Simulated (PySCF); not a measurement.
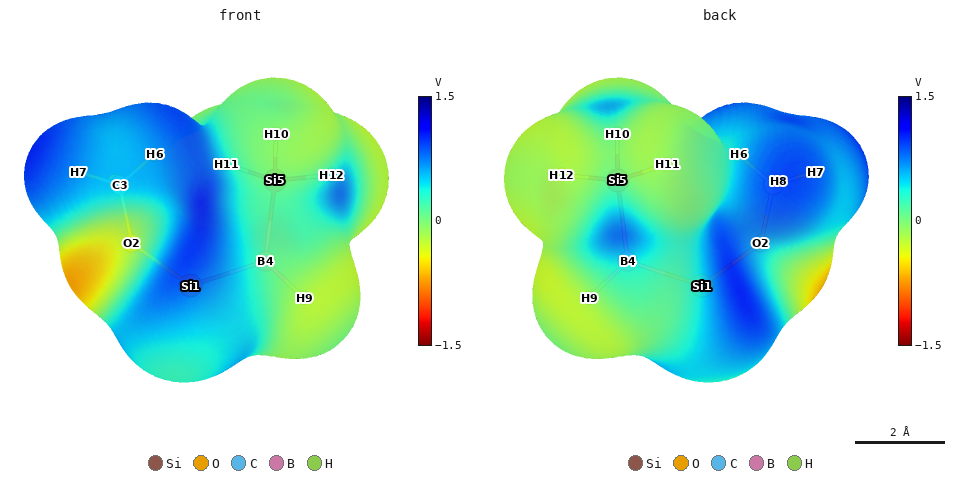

*CH$_{7}$BOSi$_{2}$ (triplet). The electrostatic potential painted on the density surface at 0.002 e/bohr³, seen from the front and from behind; the colour scale runs from red (negative) to blue (positive).*

Geometry: PBE0-D3(BJ)/def2-SVP.

Method: UKS B3LYP, IGLO-III on B C O Si, pcH-1 on H, non-relativistic, mean-field spin-orbit, GIAO in PySCF 2.14.0, density-fitted response routines.

```yaml
atoms:
  - { symbol: Si, position_ang: [-1.4684, -0.7761, -1.1257] }
  - { symbol: O, position_ang: [-2.0331, -0.1616, 0.2890] }
  - { symbol: C, position_ang: [-1.4381, 0.4399, 1.4132] }
  - { symbol: B, position_ang: [0.3969, -0.7727, -1.6419] }
  - { symbol: Si, position_ang: [1.7890, 0.0322, -0.4384] }
  - { symbol: H, position_ang: [-0.5476, -0.1174, 1.7481] }
  - { symbol: H, position_ang: [-2.1718, 0.4566, 2.2320] }
  - { symbol: H, position_ang: [-1.1366, 1.4755, 1.1887] }
  - { symbol: H, position_ang: [0.6277, -1.2951, -2.7053] }
  - { symbol: H, position_ang: [2.0247, -0.8139, 0.7803] }
  - { symbol: H, position_ang: [1.3964, 1.3883, 0.0706] }
  - { symbol: H, position_ang: [3.1069, 0.1843, -1.1346] }
```

Question: Describe the electrostatic potential map.

Answer: The most negative region (about −0.7 V, or −16 kcal/mol for a unit charge) lies over O2, the most positive (about +1.0 V, or +23 kcal/mol for a unit charge) over Si1 and H7.
